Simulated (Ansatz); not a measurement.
Consider BH₃N (SMILES B[NH]) (doublet).

Input

```
basis:
  gaussian:
    orbitals: def2-SVP
crystal:
  periodic: [false, false, false]
  atoms:
    - {symbol: B, position_ang: [-0.310800, -0.370100, -0.091600]}
    - {symbol: N, position_ang: [0.531200, 0.655200, -0.019800]}
    - {symbol: H, position_ang: [-0.414800, -1.107400, 0.862500]}
    - {symbol: H, position_ang: [-0.964100, -0.573100, -1.081900]}
    - {symbol: H, position_ang: [1.208400, 1.321700, 0.289300]}
output:
  forces: true
  orbitals: {seedname: orbitals}
hamiltonian:
  xc: hf
magnetization:
  spin_polarized: true
  initial_magnetization: 1
accuracy: high
```

Command:

```sh
ansatz run in.yaml --threads 1 --pin off --max-ram 2610MiB --events-out events.jsonl --progress --plain --runs-dir runs
```

Geometry: PBE0-D4/def2-TZVP.

These are results of Ansatz 0.2.0, isolated molecule in a Gaussian basis; Hartree-Fock, not measurements.

Question: What will maps of the electron density, electron localisation function and spin density show?

Answer: B–N (1.33 Å): ρ is about 2.1 e/Å³ halfway; the ELF peaks at about 0.90 between the atoms; a shared but strongly polarised pair.
N–H (1.00 Å): the density is about 2.9 e/Å³ at the midpoint; the ELF climbs to about 1 towards the hydrogen, as it does in any bond to H; an ordinary covalent bond to hydrogen.
B–H (1.20 Å): ρ is about 1.2 e/Å³ halfway; the ELF climbs to about 1 towards the hydrogen (a covalent bond by its length).
The unpaired spin (1 electron) lies mostly on N2 (about 0.9), in electrons by Hirshfeld's partition.

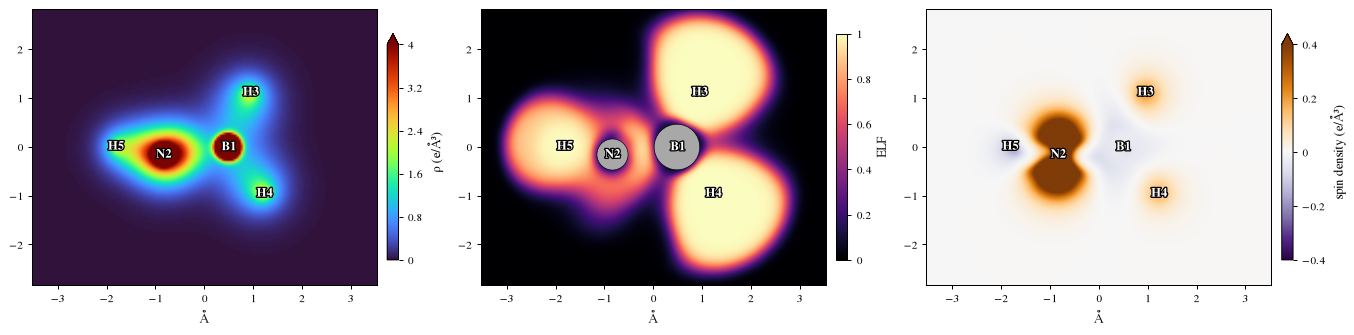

Computed electron density, electron localisation function and spin density on the molecular plane, in this order. Grey discs cover the atomic cores in the ELF map. 
